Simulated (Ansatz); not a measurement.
# C2H8O2Sn: up Jacob's ladder to CCSD(T), part 2 of 2

Ansatz 0.2.0, Gaussian basis; functionals in def2-TZVPP, the program's frozen cores in correlated methods.

### 17 ωB97M-V (range-separated)

in.yaml reads:

```yaml
crystal:
  periodic: [false, false, false]
  atoms:
    - {symbol: C, position_ang: [-1.295578, 0.449998, 1.676445]}
    - {symbol: O, position_ang: [-0.424278, 1.236242, 0.901486]}
    - {symbol: Sn, position_ang: [1.303292, 0.502220, 0.336327]}
    - {symbol: O, position_ang: [0.898560, -1.058858, -0.778105]}
    - {symbol: C, position_ang: [0.164229, -0.895349, -1.966361]}
    - {symbol: H, position_ang: [-1.621176, -0.456168, 1.149532]}
    - {symbol: H, position_ang: [-0.847399, 0.142468, 2.631806]}
    - {symbol: H, position_ang: [-2.184374, 1.046022, 1.903111]}
    - {symbol: H, position_ang: [1.998517, 1.742051, -0.596156]}
    - {symbol: H, position_ang: [2.145963, -0.141008, 1.665314]}
    - {symbol: H, position_ang: [0.062791, -1.874422, -2.443538]}
    - {symbol: H, position_ang: [0.663930, -0.225982, -2.680764]}
    - {symbol: H, position_ang: [-0.844077, -0.501814, -1.783999]}
basis:
  gaussian: {orbitals: def2-TZVPP}
hamiltonian: {xc: {name: wB97M-V}}
output: {forces: true, orbitals: {seedname: orbitals}}
```

Launch:

```console
ansatz run in.yaml --threads 4 --pin off --events-out ev --progress --plain --max-ram 11315MiB
```

Standard output, cut to the lines that bear on the results:

```text
Functional definition: wB97M-V
  name "wB97M-V"
  cite "Mardirossian & Head-Gordon, J. Chem. Phys. 144, 214110 (2016) doi:10.1063/1.4952647"
  cite "Becke, J. Chem. Phys. 107, 8554 (1997) doi:10.1063/1.475007"
  cite "Vydrov & Van Voorhis, J. Chem. Phys. 133, 244103 (2010) doi:10.1063/1.3521275"
  # Of w^i u^j: cxij and so on, Table III.
[...]
  gx(w, u) = 1 - cx + cx01*u + cx10*w
[...]
Atom 9 at     2.145963    -0.141008     1.665314 Å, force    -0.065078     0.051592    -0.094846 eV/Å
Atom 10 at     0.062791    -1.874422    -2.443538 Å, force     0.000062     0.096056     0.031213 eV/Å
Atom 11 at     0.663930    -0.225982    -2.680764 Å, force    -0.035140    -0.050879     0.068215 eV/Å
Atom 12 at    -0.844077    -0.501814    -1.783999 Å, force     0.083955    -0.028940    -0.005382 eV/Å
Dipole moment:     0.135437     0.052557     0.034912 e Å
```

Run time: 8 s. Hardware: 4 threads of Intel Xeon Platinum 8488C, shared host; peak memory 1.2 GiB.

With the free atoms at this level, -12082.027 eV in sum, the atomisation energy is 4472.0 kJ/mol. HOMO -10.05 eV, LUMO 1.32 eV.

### 18 B2PLYP (double hybrid)

in.yaml: that of step 17 with these lines changed.

```diff
@@ -18,3 +18,2 @@
   gaussian: {orbitals: def2-TZVPP}
-hamiltonian: {xc: {name: wB97M-V}}
-output: {forces: true, orbitals: {seedname: orbitals}}
+hamiltonian: {xc: {name: B2PLYP}}
```

The command is unchanged.

Standard output, cut to the lines that bear on the results:

```text
Functional definition: B2PLYP
  name "B2PLYP"
  cite "Grimme, J. Chem. Phys. 124, 034108 (2006) doi:10.1063/1.2148954"
  cite "Becke, Phys. Rev. A 38, 3098 (1988) doi:10.1103/PhysRevA.38.3098"
  cite "Lee, Yang & Parr, Phys. Rev. B 37, 785 (1988) doi:10.1103/PhysRevB.37.785"
[...]
1860 factors; integrals over basis functions are off by at most 1.1e-3 eV
[...]
mean field -12111.65681135 eV, -445.0951782413 hartree, gradient 6.6e-6 eV, S^2 0.000000; 0 other end points of the search recorded, 0 dependent functions left out
8 core orbitals not correlated: weight in the atoms' cores, before any rotation towards them, 1.000 or more for the frozen orbitals, at most 0.000 for the correlated occupied ones
reference -12111.65701894 eV, -445.0951858702 hartree; 21, 21 occupied and 257, 257 virtual orbitals, 1860 factors
second order -38.10969211 eV of doubles, -0.00000000 eV of singles
Total energy: -12121.94663581 eV, -445.4733223156 hartree
```

It took 4.3 s on 4 threads of Intel Xeon Platinum 8488C, shared host; peak memory 0.89 GiB.

Atomisation energy: 4413.5 kJ/mol (free atoms -12076.204 eV, run apart).

### 19 PBE-QIDH (double hybrid)

in.yaml: that of step 18 with these lines changed.

```diff
@@ -18,2 +18,2 @@
   gaussian: {orbitals: def2-TZVPP}
-hamiltonian: {xc: {name: B2PLYP}}
+hamiltonian: {xc: {name: PBE-QIDH}}
```

Launched as before.

Standard output, cut to the lines that bear on the results:

```text
Functional definition: PBE-QIDH
  name "PBE-QIDH"
  cite "Brémond, Sancho-García, Pérez-Jiménez & Adamo, J. Chem. Phys. 141, 031101 (2014) doi:10.1063/1.4890314"
  cite "Perdew, Burke & Ernzerhof, Phys. Rev. Lett. 77, 3865 (1996) doi:10.1103/PhysRevLett.77.3865"
[...]
1860 factors; integrals over basis functions are off by at most 1.1e-3 eV
[...]
mean field -12107.44136772 eV, -444.9402635451 hartree, gradient 4.9e-6 eV, S^2 0.000000; 0 other end points of the search recorded, 0 dependent functions left out
8 core orbitals not correlated: weight in the atoms' cores, before any rotation towards them, 1.000 or more for the frozen orbitals, at most 0.000 for the correlated occupied ones
reference -12107.44138346 eV, -444.9402641237 hartree; 21, 21 occupied and 257, 257 virtual orbitals, 1860 factors
second order -35.44027729 eV of doubles, -0.00000000 eV of singles
Total energy: -12119.25480922 eV, -445.3743995130 hartree
```

Run time: 4.6 s. Hardware: 4 threads of Intel Xeon Platinum 8488C, shared host; peak memory 0.89 GiB.

With the free atoms at this level, -12073.536 eV in sum, the atomisation energy is 4411.2 kJ/mol.

### 20 Orbital energies across the functionals

Dipoles come from the runs that computed forces. Levels, from each run's orbital file:

| functional | HOMO (eV) | LUMO (eV) | gap (eV) | dipole (D) |
| --- | --- | --- | --- | --- |
| LDA (SPW92) | -6.24 | -1.41 | 4.83 |  |
| PBE-D4 | -6.10 | -1.16 | 4.95 | 0.55 |
| revPBE-D4 | -6.04 | -1.06 | 4.98 |  |
| BLYP-D4 | -6.02 | -1.13 | 4.89 |  |
| r2SCAN-D4 | -6.42 | -0.83 | 5.59 | 0.61 |
| B97M-V | -6.58 | -0.95 | 5.63 |  |
| PBE0-D4 | -7.65 | -0.17 | 7.48 |  |
| B3LYP-D4 | -7.42 | -0.50 | 6.91 | 0.63 |
| r2SCANh-D4 | -7.00 | -0.48 | 6.53 |  |
| r2SCAN0-D4 | -7.89 | 0.04 | 7.93 |  |
| HSE06-D4 | -7.25 | -0.54 | 6.71 |  |
| BHLYP-D4 | -9.18 | 0.58 | 9.75 |  |
| CAM-B3LYP-D4 | -9.10 | 0.73 | 9.83 |  |
| LC-ωPBE | -10.43 | 1.87 | 12.29 |  |
| ωB97X-V | -10.12 | 1.70 | 11.81 |  |
| ωB97M-V | -10.05 | 1.32 | 11.38 | 0.72 |

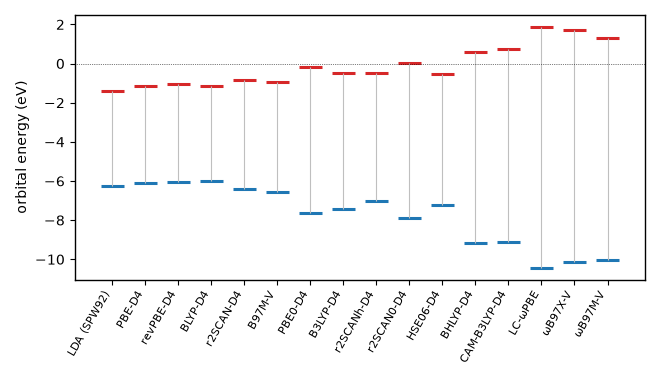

Highest occupied (blue) and lowest empty (red) level by functional.

### 21 CCSD(T) in def2-SVP

in.yaml: that of step 19 with these lines changed.

```diff
@@ -17,3 +17,3 @@
 basis:
-  gaussian: {orbitals: def2-TZVPP}
-hamiltonian: {xc: {name: PBE-QIDH}}
+  gaussian: {orbitals: def2-SVP}
+correlation: {method: ccsd_t}
```

The command is unchanged.

Standard output, cut to the lines that bear on the results:

```text
Functional definition: HF
  name "HF"
  cite "Fock, Z. Phys. 61, 126 (1930) doi:10.1007/BF01340294"
  parent pbe
[...]
1302 factors; integrals over basis functions are off by at most 1.5e-3 eV
[...]
mean field -12061.74923963 eV, -443.2611088092 hartree, gradient 1.7e-6 eV, S^2 0.000000; 0 other end points of the search recorded, 0 dependent functions left out
8 core orbitals not correlated: weight in the atoms' cores, before any rotation towards them, 1.000 or more for the frozen orbitals, at most 0.000 for the correlated occupied ones
reference -12061.74923963 eV, -443.2611088092 hartree; 21, 21 occupied and 93, 93 virtual orbitals, 1302 factors
second order -21.10754101 eV of doubles, -0.00000000 eV of singles
cycle   1  -21.76216155 eV  change   -6.5e-1 eV  update   1.2e-1
[...]
cycle   9  -22.54340927 eV  change   -2.0e-5 eV  update   2.8e-5
perturbative correction -0.58290622 eV, -0.0214214084 hartree
Total energy: -12084.87555512 eV, -444.1109852279 hartree
```

Run time: 7.5 s. Hardware: 4 threads of Intel Xeon Platinum 8488C, shared host; peak memory 0.88 GiB.

### 22 CCSD(T) in def2-TZVPP

in.yaml: that of step 21 with these lines changed.

```diff
@@ -17,3 +17,4 @@
 basis:
-  gaussian: {orbitals: def2-SVP}
+  gaussian: {orbitals: def2-TZVPP}
 correlation: {method: ccsd_t}
+output: {orbitals: {seedname: orbitals}}
```

The command is unchanged.

Standard output, cut to the lines that bear on the results:

```text
Functional definition: HF
  name "HF"
  cite "Fock, Z. Phys. 61, 126 (1930) doi:10.1007/BF01340294"
  parent pbe
[...]
1860 factors; integrals over basis functions are off by at most 1.1e-3 eV
[...]
mean field -12069.71758981 eV, -443.5539402771 hartree, gradient 2.0e-6 eV, S^2 0.000000; 0 other end points of the search recorded, 0 dependent functions left out
8 core orbitals not correlated: weight in the atoms' cores, before any rotation towards them, 1.000 or more for the frozen orbitals, at most 0.000 for the correlated occupied ones
reference -12069.71758981 eV, -443.5539402771 hartree; 21, 21 occupied and 257, 257 virtual orbitals, 1860 factors
second order -31.59250829 eV of doubles, -0.00000000 eV of singles
cycle   1  -31.42030962 eV  change    1.7e-1 eV  update   1.3e-1
[...]
cycle  10  -32.39687794 eV  change   -1.5e-5 eV  update   1.3e-5
perturbative correction -1.14064453 eV, -0.0419179132 hartree
Total energy: -12103.25511228 eV, -444.7864214954 hartree
```

It took 3.7 min on 4 threads of Intel Xeon Platinum 8488C, shared host; peak memory 9.9 GiB.

### 23 MP2 in def2-QZVPP

in.yaml: that of step 22 with these lines changed.

```diff
@@ -17,4 +17,3 @@
 basis:
-  gaussian: {orbitals: def2-TZVPP}
-correlation: {method: ccsd_t}
-output: {orbitals: {seedname: orbitals}}
+  gaussian: {orbitals: "def2-QZVPP.json"}
+correlation: {method: mp2}
```

The command is unchanged.

Standard output, cut to the lines that bear on the results:

```text
Functional definition: HF
  name "HF"
  cite "Fock, Z. Phys. 61, 126 (1930) doi:10.1007/BF01340294"
  parent pbe
[...]
3328 factors; integrals over basis functions are off by at most 8.9e-4 eV
[...]
mean field -12070.10454857 eV, -443.5681607494 hartree, gradient 1.6e-6 eV, S^2 0.000000; 0 other end points of the search recorded, 0 dependent functions left out
8 core orbitals not correlated: weight in the atoms' cores, before any rotation towards them, 1.000 or more for the frozen orbitals, at most 0.000 for the correlated occupied ones
reference -12070.10454857 eV, -443.5681607494 hartree; 21, 21 occupied and 521, 521 virtual orbitals, 3328 factors
second order -39.06445860 eV of doubles, -0.00000000 eV of singles
Total energy: -12109.16900717 eV, -445.0037531241 hartree
```

Run time: 20 s. Hardware: 4 threads of Intel Xeon Platinum 8488C, shared host; peak memory 4 GiB.

Energy pieces by basis (eV):

| basis | HF | MP2 correlation | CCSD correlation | (T) | total |
| --- | --- | --- | --- | --- | --- |
| def2-SVP | -12061.7492 | -21.1075 | -22.5434 | -0.5829 | -12084.8756 |
| def2-TZVPP | -12069.7176 | -31.5925 | -32.3969 | -1.1406 | -12103.2551 |
| def2-QZVPP | -12070.1045 | -39.0645 |  |  | -12109.1690 (MP2) |

The report of the def2-TZVPP run gives T1 = 0.0137.

### 24 Extrapolating to the complete basis

No new run: Hartree-Fock is extrapolated as exp(−7.88√X) and correlation as X^−2.97, with X = 3 and 4; only MP2 was run in the larger set, so CCSD(T) minus MP2 is added from the smaller one.

| level | energy at the limit (eV) |
| --- | --- |
| HF | -12070.1578 |
| MP2 | -12114.7571 |
| CCSD | -12115.5614 |
| CCSD(T) | -12116.7021 |

This is no true limit for total energies: MP2 correlation changes by a factor of 1.24 from triple to quadruple zeta (about 1.07 in light molecules), because outer-core shells are correlated in sets not made for them. Much of that cancels between molecule and atoms or ions.

### 25 RPA on PBE orbitals

in.yaml: that of step 23 with these lines changed.

```diff
@@ -17,3 +17,4 @@
 basis:
-  gaussian: {orbitals: "def2-QZVPP.json"}
-correlation: {method: mp2}
+  gaussian: {orbitals: def2-TZVPP}
+hamiltonian: {xc: pbe}
+correlation: {method: rpa}
```

Launched as before.

Standard output, cut to the lines that bear on the results:

```text
Functional definition: PBE
  name "PBE"
  cite "Perdew, Burke & Ernzerhof, Phys. Rev. Lett. 77, 3865 (1996) doi:10.1103/PhysRevLett.77.3865"
  parent pbe
[...]
1860 factors; integrals over basis functions are off by at most 1.1e-3 eV
[...]
mean field -12124.74785673 eV, -445.5762652857 hartree, gradient 6.3e-6 eV, S^2 0.000000; 0 other end points of the search recorded, 0 dependent functions left out
8 core orbitals not correlated: weight in the atoms' cores, before any rotation towards them, 1.000 or more for the frozen orbitals, at most 0.000 for the correlated occupied ones
reference -12067.67492139 eV, -443.4788735971 hartree; 21, 21 occupied and 257, 257 virtual orbitals, 1860 factors
Total energy: -12117.18084962 eV, -445.2981829033 hartree
```

It took 5.5 s on 4 threads of Intel Xeon Platinum 8488C, shared host; peak memory 0.88 GiB.

RPA correlation: -49.506 eV. No RPA run of the hydrogen atom was made, so RPA has no atomisation energy below.

### 26 Atomisation energies

Atomisation energy = energies of 2 C, 2 O, 1 Sn, 8 H (separate runs, same level) minus the molecule's; electronic only, no spin-orbit term.

| method | rung | atomisation energy (kJ/mol) | from CCSD(T)/CBS (kJ/mol) | time |
| --- | --- | --- | --- | --- |
| LDA (SPW92) | LDA | 5144.6 | +646.4 | 0.95 s |
| PBE-D4 | GGA | 4537.1 | +38.9 | 1.8 s |
| revPBE-D4 | GGA | 4419.6 | -78.6 | 1.4 s |
| BLYP-D4 | GGA | 4462.4 | -35.8 | 1.6 s |
| r2SCAN-D4 | meta-GGA | 4469.4 | -28.8 | 2.7 s |
| B97M-V | meta-GGA | 4495.0 | -3.2 | 5.5 s |
| PBE0-D4 | hybrid | 4441.6 | -56.6 | 2.3 s |
| B3LYP-D4 | hybrid | 4459.4 | -38.8 | 3.6 s |
| r2SCANh-D4 | hybrid | 4434.1 | -64.1 | 2.9 s |
| r2SCAN0-D4 | hybrid | 4384.1 | -114.1 | 3.1 s |
| HSE06-D4 | hybrid | 4443.9 | -54.3 | 2.9 s |
| BHLYP-D4 | hybrid | 4315.1 | -183.1 | 2.5 s |
| CAM-B3LYP-D4 | range-separated | 4491.4 | -6.8 | 2.6 s |
| LC-ωPBE | range-separated | 4444.6 | -53.6 | 1.9 s |
| ωB97X-V | range-separated | 4489.1 | -9.1 | 4.9 s |
| ωB97M-V | range-separated | 4472.0 | -26.2 | 8 s |
| B2PLYP | double hybrid | 4413.5 | -84.7 | 4.3 s |
| PBE-QIDH | double hybrid | 4411.2 | -87.0 | 4.6 s |
| HF/def2-TZVPP | wavefunction | 3148.9 | -1349.3 |  |
| MP2/def2-TZVPP | wavefunction | 4411.2 | -87.0 |  |
| CCSD/def2-TZVPP | wavefunction | 4302.5 | -195.7 |  |
| CCSD(T)/def2-SVP | wavefunction | 4207.9 | -290.3 | 7.5 s |
| CCSD(T)/def2-TZVPP | wavefunction | 4371.2 | -127.0 | 3.7 min |
| MP2/CBS | wavefunction | 4538.2 | +40.0 |  |
| CCSD(T)/CBS | wavefunction | 4498.2 | 0 | 4 min |

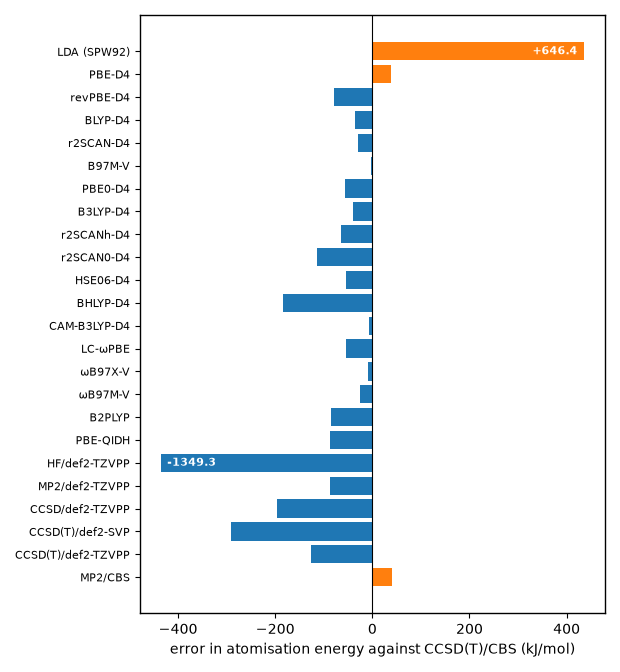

Error of each method against CCSD(T)/CBS. Bars with a number in them are cut short.

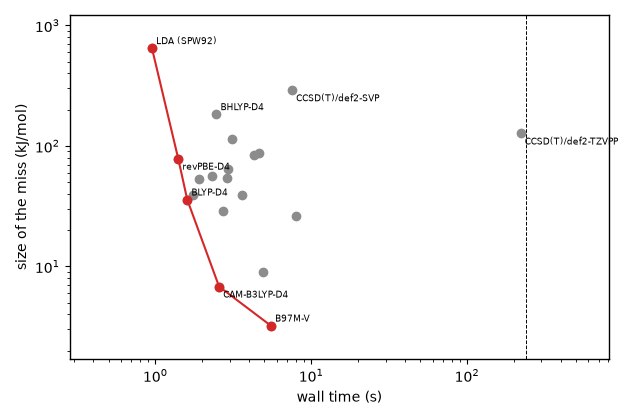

Accuracy for the time spent; red marks the levels that beat every quicker one drawn (of those quicker than the yardstick), and the dashed line is the time of CCSD(T)/CBS. Only those levels and the largest misses are named. Times are from a shared host.

LDA (SPW92), LC-ωPBE, B2PLYP, PBE-QIDH carry no dispersion term (for B3LYP, D4 adds 39.5 kJ/mol).

Times are those of the molecule's run; HF, MP2 and CCSD come out of the CCSD(T) runs, and the limit's time is the sum of the runs that it needs.

### 27 What came out

The summary covers parts 1 to 2.

```
                               quantity                                                                         value
        atomisation energy, CCSD(T)/CBS                                                                 4498.2 kJ/mol
 functionals within 45.0 kJ/mol (1.0 %)  PBE-D4, BLYP-D4, r2SCAN-D4, B97M-V, B3LYP-D4, CAM-B3LYP-D4, ωB97X-V, ωB97M-V
                    farthest beyond LDA                                                      BHLYP-D4 (-183.1 kJ/mol)
                mean size of error, GGA                                                                   51.1 kJ/mol
           mean size of error, meta-GGA                                                                   16.0 kJ/mol
             mean size of error, hybrid                                                                   85.2 kJ/mol
    mean size of error, range-separated                                                                   23.9 kJ/mol
      mean size of error, double hybrid                                                                   85.9 kJ/mol
              gap, smallest and largest                                     4.83 eV (LDA (SPW92)), 12.29 eV (LC-ωPBE)
                          T1 diagnostic                                                                        0.0137
triples share of the correlation energy                                                                         3.4 %
```

LDA overbinds by 646.4 kJ/mol (14 %). PBE-D4 is off by +38.9 kJ/mol. Double hybrids carry the basis error of their MP2 part in triple zeta, and no dispersion term here, so their miss is partly the set-up's. The rungs meta-GGA, range-separated miss on average by less than the doubt on the reference (45.0 kJ/mol), so they tie. Misses under about 45.0 kJ/mol are within the doubt on the reference itself, which lacks core-valence correlation, spin-orbit coupling and higher excitations, and its outer-core shells are covered unevenly. All levels share the lack of spin-orbit coupling, which lowers the free heavy atoms and so the true binding. Hartree-Fock recovers 70 % of the binding; the rest is correlation. CCSD(T) in def2-SVP is off by -290.3 kJ/mol, which most functionals beat. Orbital gaps span 4.8 to 12.3 eV; exact exchange widens them. Correlated methods include outer-core shells of Sn, which these sets cover unevenly.

For cost: B97M-V gets within 3.2 kJ/mol in 5.5 s, where CCSD(T)/CBS took 4 min; the quickest level in the cost chart, LDA (SPW92), takes 0.95 s and misses by 646.4 kJ/mol.
